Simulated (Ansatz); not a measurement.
## What a change does: single-point calculation on C2H9BOSi

System: C2H9BOSi.
Method of run 1: RKS SPW92 (LDA)/def2-TZVPP (Ansatz 0.2.0).

The geometry comes from this level: PBE0-D4/def2-TZVP. Text and figures count atoms from 1; the logs count them from 0 in places.

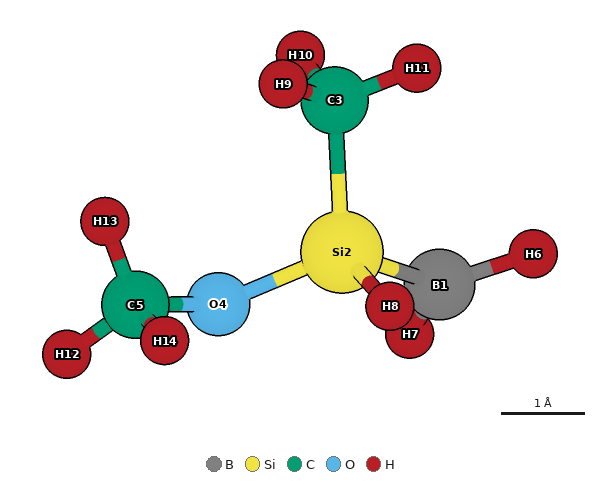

Figure 1. The input geometry (ball-and-stick view, seen at a tilt; atoms are numbered from 1 in the order of the input).

## Input, run 1
```yaml
crystal:
  periodic: [false, false, false]
  atoms:
    - {symbol: B, position_ang: [-0.434650, 1.470672, 1.918383]}
    - {symbol: Si, position_ang: [0.100742, 0.559037, 0.215998]}
    - {symbol: C, position_ang: [1.492875, -0.667432, 0.495494]}
    - {symbol: O, position_ang: [-1.219292, -0.173688, -0.457576]}
    - {symbol: C, position_ang: [-1.187061, -0.773659, -1.728048]}
    - {symbol: H, position_ang: [0.389952, 2.068789, 2.549334]}
    - {symbol: H, position_ang: [-1.549564, 1.459931, 2.349231]}
    - {symbol: H, position_ang: [0.607429, 1.598066, -0.743053]}
    - {symbol: H, position_ang: [1.797256, -1.136066, -0.443760]}
    - {symbol: H, position_ang: [1.196559, -1.457640, 1.189285]}
    - {symbol: H, position_ang: [2.365713, -0.157560, 0.911959]}
    - {symbol: H, position_ang: [-2.206403, -1.046879, -2.008302]}
    - {symbol: H, position_ang: [-0.574971, -1.683561, -1.730847]}
    - {symbol: H, position_ang: [-0.791585, -0.089109, -2.489300]}
basis:
  gaussian: {orbitals: def2-TZVPP}
hamiltonian: {xc: lda}
output: {orbitals: {seedname: orbitals}}
```

Launched with:
```bash
ansatz run in.yaml --threads 4 --pin off --events-out ev --progress --plain --max-ram 10444MiB
```

Hardware: 4 threads of Arm Neoverse V2, 23 GiB of memory available, shared host.

## Output (run 1)
```
Functional definition: SPW92
  exchange = slater_x
  correlation = pw_c
1499 factors; their error is unknown
mean field evaluation 1: about -12731.3724 eV, gradient 8.8e1 eV
mean field evaluation 2: about -12656.2715 eV, gradient 1.8e2 eV
mean field evaluation 4: about -12747.7638 eV, gradient 1.2e1 eV
mean field evaluation 8: about -12748.2586 eV, gradient 1.9e-1 eV
mean field evaluation 16: about -12748.2186 eV, gradient 4.7e-4 eV
mean field -12748.21858906 eV, -468.4883920950 hartree, gradient 7.4e-5 eV, S^2 0.000000; 0 other end points of the search recorded, 0 dependent functions left out
reference -12748.21863945 eV, -468.4883939469 hartree; 24, 24 occupied and 268, 268 virtual orbitals, 1499 factors
Total energy: -12748.21863945 eV, -468.4883939469 hartree
```

For run 2 the input was changed thus:
```diff
-hamiltonian: {xc: lda}
+hamiltonian: {xc: {name: B97M-V}}
```

How does run 2 compare with run 1?

The total energies belong to different methods, so their difference says nothing on which is more stable or more accurate. The HOMO goes from −6.47 to −6.80 eV. The LUMO goes from −3.57 to −3.10 eV.

## Output (run 2)
```
Functional definition: B97M-V
  parameter cx00 = 1.000
  parameter cx01 = 1.308
  parameter cx02 = 1.901
  parameter cx10 = 0.416
  parameter cx11 = 3.070
  parameter css00 = 1.000
  parameter css02 = -1.855
  parameter css10 = -5.668
  parameter css32 = -20.497
  parameter css42 = -20.364
  parameter cos00 = 1.000
  parameter cos01 = 1.573
  parameter cos03 = -6.298
  parameter cos10 = 2.535
  parameter cos32 = -6.427
  parameter b = 6.0
  parameter c = 0.01
  gx(w, u) = cx00 + cx01*u + cx02*u^2 + (cx10 + cx11*u)*w
  gss(w, u) = css00 + css02*u^2 + css10*w + (css32*w^3 + css42*w^4)*u^2
  gos(w, u) = cos00 + cos01*u + cos03*u^3 + cos10*w + cos32*w^3*u^2
  exchange = spin_sum(e_x_unif_s*gx(b97_w, b97_u_x))
  correlation = spin_sum(e_c_pw_mod_same_spin*gss(b97_w, b97_u_same))
      + integral(e_c_pw_mod_opposite_spin*gos(b97_w_opposite, b97_u_opposite)) + vv10(b, c)
1499 factors; their error is unknown
mean field evaluation 1: about -12810.5996 eV, gradient 7.1e1 eV
mean field evaluation 2: about -12753.9504 eV, gradient 1.4e2 eV
mean field evaluation 4: about -12821.3504 eV, gradient 1.2e1 eV
mean field evaluation 8: about -12821.7755 eV, gradient 1.0e-1 eV
mean field evaluation 16: about -12821.7416 eV, gradient 5.7e-4 eV
mean field -12821.74160085 eV, -471.1903129428 hartree, gradient 3.0e-5 eV, S^2 0.000000; 0 other end points of the search recorded, 0 dependent functions left out
reference -12821.74167762 eV, -471.1903157640 hartree; 24, 24 occupied and 268, 268 virtual orbitals, 1499 factors
Total energy: -12821.74167762 eV, -471.1903157640 hartree
```

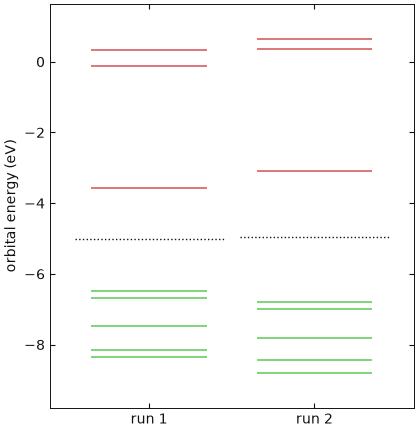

Figure 2. The five highest filled and three lowest empty orbital energies of the two runs; the dotted lines part filled from empty levels. The HOMO–LUMO gap is 2.90 eV in run 1 and 3.69 eV in run 2.

## The two runs side by side

| quantity | run 1 | run 2 |
| --- | --- | --- |
| outcome | converged | converged |
| total energy (hartree) | −468.488394 | −471.190316 |
| HOMO (eV) | −6.47 | −6.80 |
| LUMO (eV) | −3.57 | −3.10 |
| basis functions | 292 | 292 |
| wall time (shared host) | 1.6 s | 12 s |
